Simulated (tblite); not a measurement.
C$_{2}$H$_{10}$GeOSi: geometry relaxation

- system: C$_{2}$H$_{10}$GeOSi, SMILES C[Si](C)(O)[GeH3]
- method: GFN2-xTB geometry optimisation, gas phase (tblite 0.8.0)

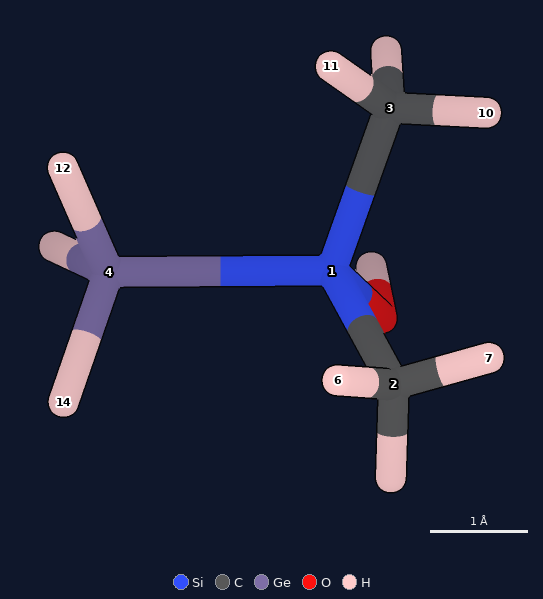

Fig. 1: The structure as given in the input (stick view, seen at a tilt; atoms are numbered from 1 in the order of the input). Sticks mark near contacts. Bond lengths as drawn: C–H 1.04 to 1.06 Å, C–Si 1.83 to 1.84 Å, Ge–H 1.51 to 1.53 Å, Ge–Si 2.32 Å, H–O 0.97 Å and O–Si 1.76 Å.

## Results in brief

```json
{"quantity": "outcome", "value": "converged"}
{"quantity": "total energy", "value": "−466.2476 eV"}
{"quantity": "hardware", "value": "1 CPU thread, shared host"}
{"quantity": "wall time", "value": "2.3 s"}
{"quantity": "peak memory", "value": "0.18 GiB"}
```

## The input
```
{"job": {"kind": "relax", "xc": "GFN2-xTB", "basis": "xTB"}, "charge": 0, "multiplicity": 1}
Si     0.043831     0.430728     0.006096
C      0.041113    -0.600640    -1.512205
C      1.708843     1.138672     0.291160
Ge    -0.538518    -0.897149     1.816503
O     -1.137472     1.726846    -0.160358
H      0.422335    -1.545749    -1.294550
H      0.650050    -0.131289    -2.225775
H     -0.926693    -0.704712    -1.869835
H      1.642707     1.985604     0.893078
H      2.133468     1.412727    -0.638145
H      2.313069     0.411599     0.764282
H      0.721876    -1.451069     2.457478
H     -1.307989    -0.057495     2.840598
H     -1.411520    -2.029410     1.337879
H     -1.236542     2.472993     0.452324
```

The first line tells a small driver script what to run in tblite; the rest is the geometry in Å.

Run as:
```bash
OMP_NUM_THREADS=1 python <driver script> task.json out
```

## Output
```
step      E/eV     max force
  0    -465.56514    3.757
  1    -465.91200    1.950
  2    -466.02813    0.758
  3    -466.04868    0.419
  4    -466.09558    0.591
  5    -466.14192    0.906
  6    -466.16791    0.695
  7    -466.18796    0.291
  8    -466.19580    0.260
  9    -466.20150    0.292
 10    -466.20569    0.233
 11    -466.20887    0.166
 12    -466.21187    0.145
 13    -466.21442    0.159
 14    -466.21656    0.115
 15    -466.21840    0.112
 16    -466.22010    0.134
 17    -466.22166    0.109
 18    -466.22301    0.096
 19    -466.22426    0.089
 20    -466.22554    0.101
 21    -466.22677    0.108
 22    -466.22778    0.082
 23    -466.22858    0.055
 24    -466.22936    0.076
 25    -466.23014    0.094
 26    -466.23076    0.064
 27    -466.23115    0.044
 28    -466.23145    0.040
 29    -466.23183    0.071
 30    -466.23222    0.077
 31    -466.23252    0.049
 32    -466.23276    0.037
 33    -466.23306    0.075
 34    -466.23358    0.113
 35    -466.23433    0.122
 36    -466.23496    0.075
 37    -466.23521    0.029
 38    -466.23530    0.024
 39    -466.23539    0.036
 40    -466.23556    0.055
 41    -466.23583    0.064
 42    -466.23615    0.055
 43    -466.23645    0.044
 44    -466.23674    0.047
 45    -466.23710    0.053
 46    -466.23757    0.064
 47    -466.23804    0.053
 48    -466.23842    0.051
 49    -466.23878    0.052
 50    -466.23925    0.059
 51    -466.23980    0.063
 52    -466.24024    0.037
 53    -466.24049    0.035
 54    -466.24067    0.039
 55    -466.24084    0.044
 56    -466.24105    0.042
 57    -466.24130    0.034
 58    -466.24151    0.042
 59    -466.24185    0.051
 60    -466.24252    0.083
 61    -466.24347    0.100
 62    -466.24432    0.071
 63    -466.24424    0.098
 64    -466.24505    0.039
 65    -466.24520    0.040
 66    -466.24556    0.038
 67    -466.24580    0.037
 68    -466.24607    0.034
 69    -466.24625    0.033
 70    -466.24642    0.029
 71    -466.24656    0.022
 72    -466.24667    0.019
 73    -466.24670    0.032
 74    -466.24675    0.011
 75    -466.24676    0.009
 76    -466.24679    0.010
 77    -466.24681    0.012
 78    -466.24686    0.017
 79    -466.24690    0.017
 80    -466.24693    0.011
 81    -466.24695    0.011
 82    -466.24697    0.014
 83    -466.24701    0.021
 84    -466.24706    0.027
 85    -466.24711    0.024
 86    -466.24717    0.019
 87    -466.24722    0.025
 88    -466.24729    0.026
 89    -466.24735    0.027
 90    -466.24740    0.021
 91    -466.24742    0.012
 92    -466.24744    0.014
 93    -466.24746    0.015
 94    -466.24748    0.013
 95    -466.24750    0.009
 96    -466.24751    0.008
 97    -466.24752    0.011
 98    -466.24754    0.013
 99    -466.24755    0.014
100    -466.24757    0.012
101    -466.24757    0.008
```

## Trajectory as extended XYZ (Å, eV, eV/Å), 15 of the 27 frames kept, from step=0 to step=101
```
15
Properties=species:S:1:pos:R:3:forces:R:3 step=0 energy=-465.56514
Si    0.0438    0.4307    0.0061   -3.0250   1.9600   1.0600
C     0.0411   -0.6006   -1.5122    0.2060   0.6470   0.1460
C     1.7088    1.1387    0.2912    0.2630  -0.2280  -0.4470
Ge   -0.5385   -0.8971    1.8165   -0.0860   0.4110  -0.0410
O    -1.1375    1.7268   -0.1604    1.2210  -1.1230   0.2740
H     0.4223   -1.5457   -1.2946    0.6510  -1.5220   0.2750
H     0.6500   -0.1313   -2.2258    0.6600   0.3890  -1.2140
H    -0.9267   -0.7047   -1.8698   -1.6420  -0.2000  -0.8210
H     1.6427    1.9856    0.8931    0.1140   1.3490   1.0120
H     2.1335    1.4127   -0.6381    0.6880   0.3330  -0.7680
H     2.3131    0.4116    0.7643    0.7860  -0.5640   0.4260
H     0.7219   -1.4511    2.4575   -0.4560  -0.0740   0.1240
H    -1.3080   -0.0575    2.8406    0.2040  -0.5750  -0.0590
H    -1.4115   -2.0294    1.3379    0.0960  -0.0120   0.4320
H    -1.2365    2.4730    0.4523    0.3200  -0.7900  -0.4000
15
Properties=species:S:1:pos:R:3:forces:R:3 step=8 energy=-466.19580
Si   -0.0212    0.5137    0.0006    0.2150  -0.1440  -0.0260
C     0.0013   -0.5732   -1.5512    0.0790   0.0450  -0.0610
C     1.7363    1.1935    0.3002    0.0160  -0.0510  -0.0770
Ge   -0.5660   -0.8543    1.8071   -0.0140   0.0120   0.0290
O    -1.1305    1.6846   -0.2186    0.0090   0.1340   0.0170
H     0.4244   -1.5375   -1.2864   -0.0350  -0.0900  -0.0220
H     0.6309   -0.1507   -2.3248    0.0060   0.0620  -0.1010
H    -0.9814   -0.7370   -1.9774   -0.0540   0.0180   0.0660
H     1.7508    2.0654    0.9477   -0.0240   0.0150  -0.0190
H     2.2137    1.4571   -0.6375    0.0200   0.1380  -0.0180
H     2.3597    0.4336    0.7620   -0.0170  -0.0260   0.0550
H     0.5967   -1.4726    2.5056    0.1160  -0.0400   0.0800
H    -1.3095   -0.2028    2.9240   -0.1120   0.0330   0.1550
H    -1.3978   -2.0443    1.4809   -0.1250  -0.1170  -0.0040
H    -1.1890    2.3861    0.4264   -0.0800   0.0120  -0.0740
15
Properties=species:S:1:pos:R:3:forces:R:3 step=16 energy=-466.22010
Si    0.0050    0.4973    0.0014    0.1050  -0.0360  -0.0300
C     0.0097   -0.5699   -1.5714   -0.0070   0.0000   0.0180
C     1.7561    1.2020    0.2912   -0.0170  -0.0330   0.0160
Ge   -0.5836   -0.8645    1.8387    0.0410   0.0840  -0.0970
O    -1.0887    1.6842   -0.2387   -0.0310   0.0260  -0.0140
H     0.4157   -1.5480   -1.3290    0.0180  -0.0400  -0.0310
H     0.6146   -0.1502   -2.3696   -0.0230   0.0460   0.0500
H    -0.9914   -0.7179   -1.9602   -0.0530   0.0270   0.0220
H     1.7465    2.0680    0.9472   -0.0270  -0.0040   0.0330
H     2.2419    1.5029   -0.6333   -0.0510  -0.0240   0.0230
H     2.3760    0.4437    0.7605    0.0680   0.0230  -0.0070
H     0.5934   -1.4788    2.5349    0.0170  -0.0190   0.0370
H    -1.3377   -0.2299    2.9723   -0.0200   0.0240   0.0240
H    -1.4247   -2.0606    1.5155   -0.0250  -0.0300  -0.0010
H    -1.2143    2.3834    0.3989    0.0050  -0.0460  -0.0430
15
Properties=species:S:1:pos:R:3:forces:R:3 step=24 energy=-466.22936
Si    0.0306    0.4790    0.0020    0.0420  -0.0450   0.0450
C     0.0035   -0.5757   -1.5755   -0.0050   0.0410   0.0280
C     1.7725    1.1989    0.3051   -0.0450  -0.0120  -0.0110
Ge   -0.5836   -0.8599    1.8453    0.0230   0.0290  -0.0350
O    -1.0602    1.6634   -0.2725    0.0020  -0.0030   0.0170
H     0.4106   -1.5645   -1.3805   -0.0090   0.0240  -0.0150
H     0.5875   -0.1217   -2.3700   -0.0320  -0.0210  -0.0140
H    -1.0146   -0.6938   -1.9314    0.0080  -0.0190  -0.0230
H     1.7293    2.0586    0.9693    0.0320  -0.0130   0.0040
H     2.2307    1.5225   -0.6255    0.0040   0.0210   0.0430
H     2.4301    0.4629    0.7602   -0.0280   0.0190  -0.0190
H     0.5804   -1.4794    2.5586    0.0290  -0.0170   0.0270
H    -1.3451   -0.2297    2.9773   -0.0140   0.0590   0.0070
H    -1.4310   -2.0547    1.5322   -0.0180  -0.0310  -0.0260
H    -1.2223    2.3557    0.3639    0.0120  -0.0330  -0.0280
15
Properties=species:S:1:pos:R:3:forces:R:3 step=28 energy=-466.23145
Si    0.0399    0.4672    0.0088   -0.0110   0.0170  -0.0280
C    -0.0003   -0.5726   -1.5754   -0.0120  -0.0270  -0.0220
C     1.7739    1.1978    0.3096    0.0200   0.0270   0.0180
Ge   -0.5814   -0.8604    1.8495   -0.0010  -0.0250   0.0270
O    -1.0496    1.6489   -0.2820   -0.0060  -0.0240   0.0110
H     0.4050   -1.5641   -1.3971    0.0340  -0.0030   0.0000
H     0.5728   -0.1125   -2.3736   -0.0060  -0.0080  -0.0120
H    -1.0201   -0.6920   -1.9255   -0.0200   0.0100  -0.0050
H     1.7313    2.0526    0.9790   -0.0100   0.0170   0.0310
H     2.2261    1.5357   -0.6177    0.0140   0.0040  -0.0020
H     2.4416    0.4697    0.7596   -0.0060  -0.0320  -0.0230
H     0.5805   -1.4816    2.5699   -0.0090  -0.0040   0.0170
H    -1.3471   -0.2138    2.9738    0.0080   0.0200  -0.0250
H    -1.4328   -2.0547    1.5296    0.0070   0.0100   0.0020
H    -1.2212    2.3413    0.3499   -0.0010   0.0160   0.0120
15
Properties=species:S:1:pos:R:3:forces:R:3 step=36 energy=-466.23496
Si    0.0530    0.4573   -0.0016    0.0280  -0.0280   0.0610
C    -0.0051   -0.5778   -1.5895    0.0020   0.0160  -0.0040
C     1.7792    1.2041    0.3190    0.0090  -0.0040  -0.0110
Ge   -0.5645   -0.8647    1.8528    0.0380   0.0430  -0.0490
O    -1.0593    1.6197   -0.2771   -0.0100   0.0260  -0.0070
H     0.4152   -1.5663   -1.4311    0.0120   0.0000   0.0110
H     0.5410   -0.1067   -2.3995    0.0110   0.0080  -0.0150
H    -1.0338   -0.6977   -1.9121   -0.0170  -0.0250  -0.0110
H     1.7321    2.0341    1.0202   -0.0230  -0.0250   0.0050
H     2.2331    1.5769   -0.5946   -0.0100   0.0030   0.0020
H     2.4496    0.4607    0.7409   -0.0030   0.0000  -0.0150
H     0.5661   -1.4924    2.6165   -0.0030   0.0130  -0.0030
H    -1.3405   -0.1699    2.9374   -0.0150   0.0070   0.0180
H    -1.4310   -2.0455    1.5383   -0.0250  -0.0280   0.0070
H    -1.2167    2.3298    0.3391    0.0070  -0.0060   0.0100
15
Properties=species:S:1:pos:R:3:forces:R:3 step=44 energy=-466.23674
Si    0.0600    0.4502   -0.0082   -0.0210  -0.0140   0.0220
C    -0.0066   -0.5763   -1.5994    0.0140  -0.0240   0.0000
C     1.7819    1.1988    0.3183   -0.0160  -0.0110   0.0030
Ge   -0.5625   -0.8614    1.8483    0.0070   0.0170  -0.0050
O    -1.0522    1.6147   -0.2723   -0.0180   0.0340  -0.0210
H     0.4335   -1.5553   -1.4396    0.0280  -0.0360  -0.0130
H     0.5244   -0.0994   -2.4163   -0.0120   0.0100  -0.0040
H    -1.0364   -0.7211   -1.9092   -0.0010   0.0060  -0.0070
H     1.7140    2.0009    1.0498    0.0430  -0.0050  -0.0080
H     2.2271    1.6081   -0.5841   -0.0160   0.0100   0.0290
H     2.4620    0.4506    0.7149    0.0040   0.0110  -0.0140
H     0.5581   -1.4792    2.6335    0.0080   0.0050  -0.0090
H    -1.3408   -0.1465    2.9190   -0.0150   0.0110   0.0140
H    -1.4370   -2.0429    1.5547   -0.0090  -0.0180  -0.0020
H    -1.2071    2.3204    0.3492    0.0040   0.0030   0.0170
15
Properties=species:S:1:pos:R:3:forces:R:3 step=52 energy=-466.24024
Si    0.0555    0.4410   -0.0187   -0.0010  -0.0130  -0.0350
C    -0.0008   -0.5879   -1.6129    0.0060   0.0000  -0.0130
C     1.7774    1.1867    0.3224   -0.0120   0.0020  -0.0030
Ge   -0.5775   -0.8497    1.8474   -0.0330   0.0020   0.0160
O    -1.0348    1.6313   -0.2762    0.0130  -0.0220   0.0210
H     0.4879   -1.5484   -1.4740    0.0020   0.0190   0.0160
H     0.4893   -0.0820   -2.4387   -0.0020   0.0140   0.0160
H    -1.0284   -0.7775   -1.9087    0.0110   0.0090   0.0290
H     1.7172    1.9341    1.1109    0.0260  -0.0140  -0.0040
H     2.1895    1.6714   -0.5582   -0.0030  -0.0050   0.0150
H     2.4834    0.4278    0.6466   -0.0140  -0.0020  -0.0200
H     0.5512   -1.4388    2.6431   -0.0010   0.0010   0.0010
H    -1.3560   -0.1035    2.9016    0.0090  -0.0220  -0.0120
H    -1.4493   -2.0457    1.5901    0.0180   0.0260   0.0020
H    -1.1861    2.3029    0.3839   -0.0190   0.0050  -0.0280
15
Properties=species:S:1:pos:R:3:forces:R:3 step=60 energy=-466.24252
Si    0.0589    0.4291   -0.0234   -0.0310   0.0240  -0.0570
C     0.0084   -0.5912   -1.6235    0.0030   0.0180   0.0200
C     1.7765    1.1730    0.3254    0.0110  -0.0050  -0.0110
Ge   -0.5896   -0.8338    1.8493   -0.0710  -0.0180   0.0400
O    -1.0244    1.6238   -0.2805   -0.0330   0.0060  -0.0180
H     0.5502   -1.5260   -1.5050   -0.0150   0.0340  -0.0100
H     0.4475   -0.0500   -2.4570   -0.0250  -0.0260   0.0380
H    -1.0190   -0.8289   -1.8857    0.0460   0.0040   0.0060
H     1.7421    1.8483    1.1770    0.0000  -0.0120   0.0170
H     2.1500    1.7365   -0.5235    0.0180   0.0060  -0.0210
H     2.4977    0.3962    0.5541    0.0450  -0.0180   0.0030
H     0.5366   -1.3967    2.6593    0.0430  -0.0270   0.0400
H    -1.3749   -0.0699    2.8854    0.0130  -0.0090  -0.0160
H    -1.4569   -2.0376    1.6231    0.0130   0.0110  -0.0170
H    -1.1846    2.2890    0.3835   -0.0160   0.0140  -0.0160
15
Properties=species:S:1:pos:R:3:forces:R:3 step=68 energy=-466.24607
Si    0.0492    0.4384   -0.0178    0.0060   0.0000  -0.0070
C     0.0167   -0.5825   -1.6150   -0.0030  -0.0110   0.0040
C     1.7821    1.1577    0.3194    0.0210  -0.0050   0.0150
Ge   -0.5996   -0.8246    1.8619    0.0050  -0.0140  -0.0130
O    -1.0438    1.6201   -0.2953    0.0200   0.0100   0.0070
H     0.5987   -1.4933   -1.5078   -0.0050   0.0070   0.0040
H     0.4220   -0.0231   -2.4524   -0.0230  -0.0080   0.0130
H    -1.0025   -0.8633   -1.8629    0.0180   0.0000  -0.0120
H     1.7822    1.7749    1.2160    0.0010  -0.0010  -0.0340
H     2.1348    1.7680   -0.5073   -0.0170   0.0120   0.0230
H     2.5089    0.3656    0.4748   -0.0170  -0.0040  -0.0030
H     0.5337   -1.3782    2.6770   -0.0170  -0.0050   0.0050
H    -1.3939   -0.0641    2.8910   -0.0010  -0.0040   0.0060
H    -1.4570   -2.0346    1.6257    0.0220   0.0190  -0.0010
H    -1.2130    2.3003    0.3512   -0.0090   0.0050  -0.0070
15
Properties=species:S:1:pos:R:3:forces:R:3 step=76 energy=-466.24679
Si    0.0491    0.4380   -0.0183   -0.0030  -0.0020  -0.0030
C     0.0181   -0.5838   -1.6150   -0.0020  -0.0020   0.0000
C     1.7847    1.1495    0.3193   -0.0010   0.0010   0.0030
Ge   -0.6021   -0.8180    1.8652    0.0010  -0.0030  -0.0060
O    -1.0366    1.6245   -0.3019    0.0070   0.0040  -0.0010
H     0.6255   -1.4786   -1.5177   -0.0010   0.0030   0.0050
H     0.3976   -0.0105   -2.4545   -0.0030  -0.0050  -0.0030
H    -0.9947   -0.8911   -1.8560    0.0000  -0.0010   0.0090
H     1.7970    1.7309    1.2385    0.0040   0.0010   0.0000
H     2.1186    1.7969   -0.4861    0.0010   0.0020  -0.0010
H     2.5155    0.3542    0.4295   -0.0030   0.0030  -0.0010
H     0.5236   -1.3673    2.6924    0.0000  -0.0010   0.0030
H    -1.4023   -0.0527    2.8865   -0.0040  -0.0050   0.0010
H    -1.4537   -2.0311    1.6324    0.0030   0.0070  -0.0060
H    -1.2217    2.3009    0.3441    0.0020  -0.0020   0.0010
15
Properties=species:S:1:pos:R:3:forces:R:3 step=80 energy=-466.24693
Si    0.0490    0.4410   -0.0192   -0.0010  -0.0080   0.0080
C     0.0172   -0.5840   -1.6136    0.0020  -0.0040  -0.0010
C     1.7849    1.1500    0.3194    0.0060   0.0020  -0.0030
Ge   -0.6002   -0.8171    1.8649   -0.0080   0.0050  -0.0010
O    -1.0331    1.6295   -0.3062    0.0000   0.0010   0.0080
H     0.6287   -1.4755   -1.5142    0.0000  -0.0060   0.0020
H     0.3924   -0.0127   -2.4563   -0.0040   0.0000  -0.0020
H    -0.9948   -0.8964   -1.8508   -0.0020  -0.0020   0.0080
H     1.8015    1.7268    1.2413   -0.0020   0.0020   0.0000
H     2.1165    1.8005   -0.4844    0.0060   0.0050   0.0010
H     2.5148    0.3531    0.4232    0.0040   0.0000  -0.0010
H     0.5214   -1.3680    2.6970    0.0010   0.0010  -0.0070
H    -1.4058   -0.0578    2.8868   -0.0030   0.0020  -0.0020
H    -1.4517   -2.0288    1.6270    0.0030  -0.0030  -0.0090
H    -1.2224    2.3010    0.3436   -0.0020   0.0050   0.0010
15
Properties=species:S:1:pos:R:3:forces:R:3 step=88 energy=-466.24729
Si    0.0529    0.4481   -0.0183   -0.0140  -0.0160   0.0060
C     0.0147   -0.5880   -1.6060   -0.0050  -0.0040   0.0000
C     1.7893    1.1548    0.3174    0.0100   0.0020   0.0040
Ge   -0.6005   -0.8157    1.8613   -0.0130   0.0070  -0.0220
O    -1.0274    1.6388   -0.3040   -0.0040  -0.0020  -0.0020
H     0.6269   -1.4792   -1.5024   -0.0050   0.0080   0.0030
H     0.3825   -0.0258   -2.4582   -0.0020   0.0030   0.0080
H    -0.9994   -0.9030   -1.8314    0.0020  -0.0040   0.0020
H     1.8034    1.7333    1.2383    0.0110  -0.0010  -0.0010
H     2.1234    1.8039   -0.4865    0.0020   0.0010  -0.0010
H     2.5174    0.3564    0.4235    0.0040   0.0100   0.0030
H     0.5185   -1.3713    2.6929    0.0020  -0.0020   0.0000
H    -1.4163   -0.0697    2.8854    0.0000  -0.0060  -0.0070
H    -1.4444   -2.0288    1.5995    0.0070   0.0060   0.0060
H    -1.2224    2.3077    0.3469    0.0060  -0.0020  -0.0010
15
Properties=species:S:1:pos:R:3:forces:R:3 step=96 energy=-466.24751
Si    0.0564    0.4498   -0.0163   -0.0010  -0.0010  -0.0040
C     0.0116   -0.5905   -1.6006    0.0000  -0.0020  -0.0010
C     1.7946    1.1562    0.3179    0.0000   0.0020  -0.0010
Ge   -0.6039   -0.8131    1.8581   -0.0070   0.0020  -0.0020
O    -1.0226    1.6404   -0.3074    0.0000   0.0010   0.0030
H     0.6325   -1.4758   -1.5006    0.0030   0.0030  -0.0010
H     0.3656   -0.0262   -2.4570   -0.0020  -0.0030   0.0010
H    -1.0017   -0.9162   -1.8148    0.0010   0.0020   0.0020
H     1.8148    1.7239    1.2453    0.0000   0.0030  -0.0010
H     2.1212    1.8157   -0.4808    0.0010  -0.0040   0.0020
H     2.5263    0.3595    0.4105    0.0000   0.0020  -0.0040
H     0.5128   -1.3677    2.6928    0.0050  -0.0020   0.0060
H    -1.4282   -0.0740    2.8798    0.0000  -0.0030  -0.0060
H    -1.4400   -2.0285    1.5881   -0.0030  -0.0040   0.0030
H    -1.2208    2.3080    0.3437    0.0030   0.0040   0.0010
15
Properties=species:S:1:pos:R:3:forces:R:3 step=101 energy=-466.24757
Si    0.0575    0.4497   -0.0175   -0.0020   0.0000   0.0070
C     0.0114   -0.5919   -1.6007    0.0010   0.0030   0.0010
C     1.7957    1.1560    0.3177   -0.0010  -0.0020  -0.0010
Ge   -0.6064   -0.8133    1.8563    0.0040  -0.0010   0.0000
O    -1.0202    1.6420   -0.3059   -0.0020   0.0010  -0.0010
H     0.6401   -1.4718   -1.5027    0.0020  -0.0010  -0.0030
H     0.3563   -0.0260   -2.4595    0.0010   0.0010  -0.0030
H    -1.0004   -0.9255   -1.8088    0.0000   0.0000   0.0010
H     1.8184    1.7145    1.2508    0.0000  -0.0010  -0.0020
H     2.1184    1.8239   -0.4754   -0.0020   0.0010  -0.0030
H     2.5296    0.3601    0.3987    0.0000  -0.0010   0.0020
H     0.5108   -1.3625    2.6956   -0.0080   0.0010   0.0010
H    -1.4343   -0.0719    2.8732    0.0000   0.0000   0.0000
H    -1.4418   -2.0307    1.5904    0.0040  -0.0010   0.0010
H    -1.2165    2.3092    0.3462    0.0030   0.0030   0.0000
```
